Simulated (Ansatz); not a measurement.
Reaction (SMILES): ClCCl → [CH2]Cl (CH2-Cl) + Cl atom
B3LYP-D3(BJ)/def2-TZVP geometries, fixed; electronic energies without zero-point terms.

Basis-set convergence of the bond dissociation energy at PBE with Ansatz (a program for electronic structure). Cartesian d functions, on some or all atoms, in 6-31G*, 6-31G**, 6-31+G*, 6-311G**; all else is spherical. The program fits the integrals of some runs and decomposes those of others, by size. Open shells are unrestricted. No added dispersion term, no relativity. Functions are those of the species that has most. Reference: the value in aug-pcseg-3, 82.78 kcal/mol, itself unsure by roughly 0.06 kcal/mol (its mean distance from aug-cc-pV(Q+d)Z, cc-pV(5+d)Z, def2-QZVPPD). Deviations are taken from unrounded values.

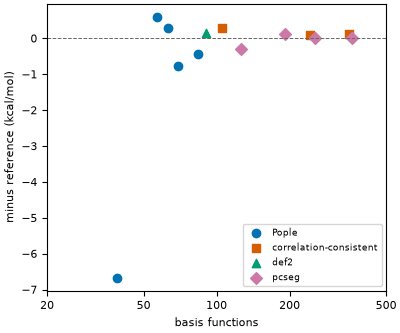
Figure: Deviation from the reference against the number of basis functions, by family of sets.

```tsv
basis	functions	bond dissociation energy (kcal/mol)	minus reference (kcal/mol)
6-31G	39	76.11	-6.67
6-31G*	57	83.39	0.60
6-31G**	63	83.08	0.29
6-31+G*	69	82.02	-0.77
6-311G**	84	82.35	-0.43
def2-SVPD	90	82.93	0.15
aug-cc-pV(D+d)Z	105	83.08	0.30
pcseg-2	126	82.48	-0.30
aug-pcseg-2	192	82.91	0.12
cc-pV(Q+d)Z	243	82.89	0.10
pcseg-3	254	82.80	0.02
aug-cc-pV(Q+d)Z	350	82.89	0.11
aug-pcseg-3	361	82.78	0.00
```
